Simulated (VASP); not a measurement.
Band structure of MgH₂ (space group P4_2/mnm). Level of theory: PBE GGA, VASP's PBE PAW potentials (set 64) (plane waves; VASP 6.6.1).

The path is coarsely sampled, so an indirect gap can come out somewhat too large.

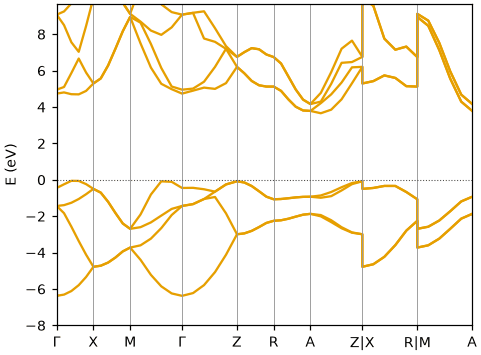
*Bands along high-symmetry lines, zero at the valence-band maximum or, without a gap, the Fermi level*

### Question
Read the plot: is there a gap, and where are the band edges?

### Answer
The gap is indirect, 3.66 eV, from the valence maximum at (0.17, 0.17, 0.11) to the conduction minimum at A-Z at 0.20.

The structure comes from a computed database's MgH2 entry; how it stands against other phases isn't given here. The cell was not relaxed at this level.
